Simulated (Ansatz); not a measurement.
# SiHBrF2 (SMILES F[SiH](F)Br): MP2/def2-SVPD

Aim: the vertical electron affinity of SiHBrF2 at MP2/def2-SVPD, from 2 runs. 

The results are computed with Ansatz 0.2.0.

36 further runs of the same task are left out: 36 set aside as unsound or not needed. Runs told in other sessions of the task aren't counted.

## 1. Starting point

SiHBrF2 has 5 atoms, charge 0, and is taken as a singlet. As SMILES, `F[SiH](F)Br`. The shape is that of a PBE0-D4/def2-TZVP optimisation.

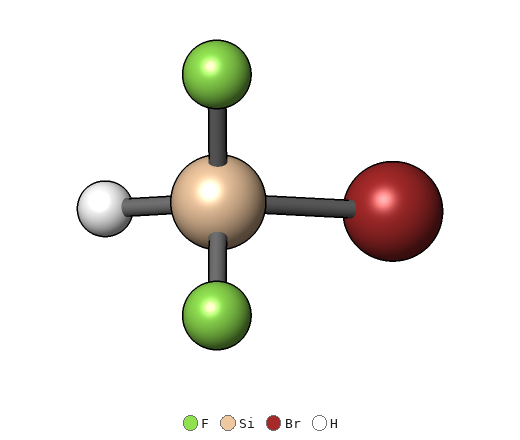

Viewed from a chosen angle; fluorine green, silicon light orange, bromine red, hydrogen white.

## 2. The energy at MP2/def2-SVPD

in.yaml

```yaml
crystal:
  periodic: [false, false, false]
  atoms:
    - {symbol: F, position_ang: [-0.224900, -0.396300, 1.531900]}
    - {symbol: Si, position_ang: [0.124200, 0.002500, 0.045800]}
    - {symbol: F, position_ang: [0.210200, 1.576700, -0.017200]}
    - {symbol: Br, position_ang: [-1.476800, -0.678900, -1.271900]}
    - {symbol: H, position_ang: [1.417200, -0.577700, -0.330000]}
basis:
  gaussian:
    orbitals: def2-SVPD
correlation:
  method: mp2
  frozen_orbitals: {Br: 9, F: 1, H: 0, Si: 5}
accuracy: high
```

On the command line:

```console
$ ansatz run in.yaml --threads 1 --pin off --max-ram 2610MiB --events-out events.jsonl --progress --plain --runs-dir runs
```

Standard output:

```text
Warning: RAYON_NUM_THREADS=1 ignored (pool sized by the plan → 1); use --threads N
Functional definition: HF
  name "HF"
  exchange = exact_x
  correlation = 0
2220 factors; integrals over basis functions are off by at most 4.6e-9 eV
mean field evaluation 1: about -83276.1906 eV, gradient 3.5e1 eV
mean field evaluation 2: about -83276.2310 eV, gradient 3.5e1 eV
mean field evaluation 4: about -83278.5569 eV, gradient 2.0e0 eV
mean field evaluation 8: about -83278.5766 eV, gradient 1.3e-1 eV
mean field -83278.57668224 eV, -3060.4312448257 hartree, gradient 4.2e-8 eV, S^2 0.000000; 0 other end points of the search recorded, 0 dependent functions left out
16 core orbitals not correlated: weight in the atoms' cores, before any rotation towards them, 1.000 or more for the frozen orbitals, at most 0.000 for the correlated occupied ones
reference -83278.57668224 eV, -3060.4312448257 hartree; 18, 18 occupied and 85, 85 virtual orbitals, 2220 factors
second order -19.62276309 eV of doubles, -0.00000000 eV of singles
Total energy: -83298.19944533 eV, -3061.1523680685 hartree
```

It took 7.5 s on 1 thread of Arm Neoverse V1, shared host; peak memory 0.4 GiB.

## 3. The doublet anion

Changes to in.yaml since step 2:

```diff
@@ -11,2 +11,6 @@
     orbitals: def2-SVPD
+magnetization:
+  spin_polarized: true
+  initial_magnetization: 1
+accuracy: high
 correlation:
@@ -14,2 +18,2 @@
   frozen_orbitals: {Br: 9, F: 1, H: 0, Si: 5}
-accuracy: high
+total_charge: -1
```

On the command line:

```console
$ ansatz run in.yaml --threads 1 --pin off --max-ram 2610MiB --events-out events.jsonl --progress --plain --runs-dir runs
```

Standard output, cut to the lines that bear on the results:

```text
Warning: RAYON_NUM_THREADS=1 ignored (pool sized by the plan → 1); use --threads N
[... 2 set-up lines as earlier in the session ...]
[...]
2221 factors; integrals over basis functions are off by at most 4.6e-9 eV
[...]
mean field -83276.64762780 eV, -3060.3603533825 hartree, gradient 8.5e-8 eV, S^2 0.751037; 11 other end points of the search recorded, 0 dependent functions left out
16 core orbitals not correlated: weight in the atoms' cores, before any rotation towards them, 1.000 or more for the frozen orbitals, at most 0.000 for the correlated occupied ones
reference -83276.64762780 eV, -3060.3603533825 hartree; 19, 18 occupied and 84, 85 virtual orbitals, 2221 factors
second order -19.92917949 eV of doubles, -0.00000000 eV of singles
Total energy: -83296.57680729 eV, -3061.0927372204 hartree
```

Run time: 34 s. Hardware: 1 thread of Arm Neoverse V1, shared host; peak memory 0.64 GiB.

## 4. What came out

At MP2/def2-SVPD, 16 core orbitals frozen:

```
                                                     quantity           value
                                singlet SiHBrF2: total energy  -3061.15237 Eh
singlet SiHBrF2: correlation energy (16 core orbitals frozen)      -721.1 mEh
                                  doublet anion: total energy  -3061.09274 Eh
  doublet anion: correlation energy (16 core orbitals frozen)      -732.4 mEh
             doublet anion: ⟨S²⟩ of the reference determinant           0.751
            vertical electron affinity (to the doublet anion)       -1.623 eV
```

The anion lies 1.62 eV (37 kcal/mol) above the neutral: the electron isn't bound at this level, and such a value depends on the basis.
